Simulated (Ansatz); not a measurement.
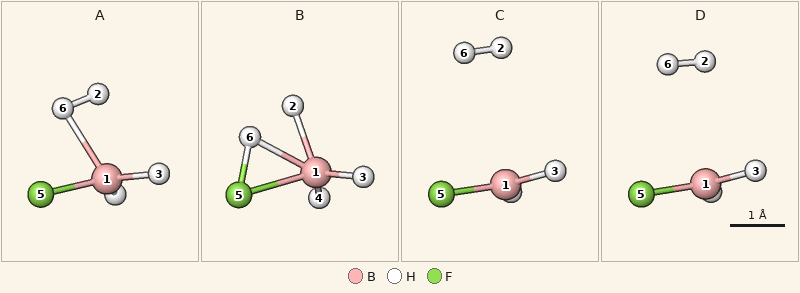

4 geometries from a converged minimum-energy path of BH₄F, shuffled. A ball-and-stick model, seen at a tilt.

The calculation used Ansatz 0.2.0, RKS r2SCAN/def2-SVP. Set-up: 9 movable images; climbing image; force threshold 0.03 eV/Å; iteration limit 60; starting path through a guess of the saddle point.

Question: Which frame is the top of the path?

Answer: B. In order along the path, whose images run from 0 to 10: B (image 3, +27.2 kJ/mol), A (image 5, −65.7 kJ/mol), D (image 8, −116.9 kJ/mol), C (image 9, −118.8 kJ/mol). Breaking: B1–H2 (1.22 → 1.31 at the top → 2.87 Å), F5–H6 (0.93 → 1.14 at the top → 2.87 Å). Forming: B1–F5 (1.93 → 1.65 at the top → 1.32 Å), H2–H6 (2.13 → 1.09 at the top → 0.76 Å).

Cost: 3.1 min on 1 thread of Arm Neoverse V1, with other jobs on the host, peak memory 0.1 GiB.
